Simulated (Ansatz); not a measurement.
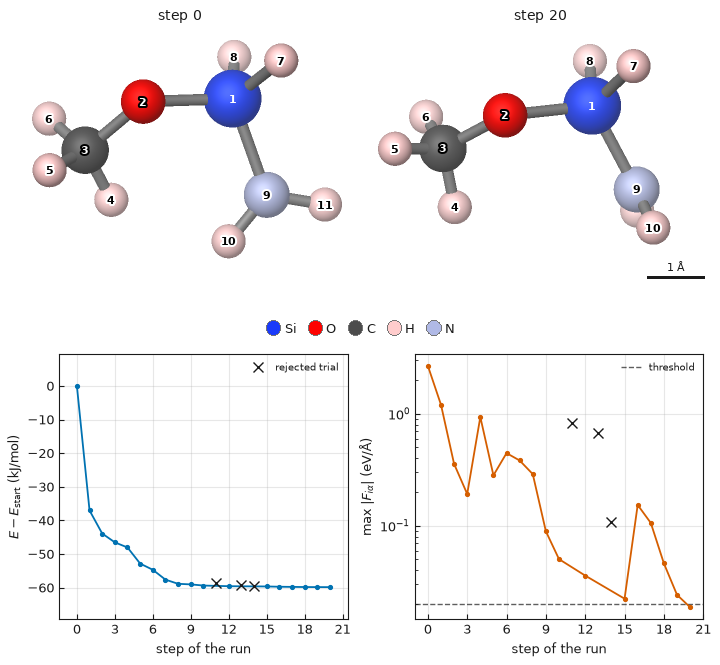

First and last geometry of a relaxation of CH₇NOSi, with the history of the run. The picture is a ball-and-stick view, seen face on.

The run prepares the start of a later molecular dynamics calculation, from a guessed geometry.

These are results of RHF/def2-SVP in Ansatz 0.2.0, not measurements. (no spin polarisation; force threshold 0.02 eV/Å; at most 40 steps)

**Read the history and describe the run.**

It converged. After 17 accepted moves (20 points after the start) the energy has fallen by 59.8 kJ/mol. Largest force component: 2.7 eV/Å at the start, 0.019 eV/Å at the end. The line search rejected the trial steps at points 11, 13, 14 of the run. The largest move after the best rigid fit is that of H10, 1.30 Å. Largest moves by element: H 1.30 Å, O 0.26 Å, N 0.20 Å, Si 0.16 Å, C 0.06 Å. Some distances before and after: Si1–N9 1.819 → 1.714 Å, N9–H10 1.060 → 1.001 Å, O2–C3 1.420 → 1.390 Å, Si1–O2 1.680 → 1.651 Å. Among the angles between lasting bonds that change: H10–N9–H11 120.0° → 112.1°, O2–Si1–N9 109.5° → 114.8°, O2–Si1–H7 109.5° → 104.3°. Groups turn about Si1–N9 by about 85°, O2–C3 by about 35°.

Limits of the set-up: Hartree-Fock leaves out electron correlation.
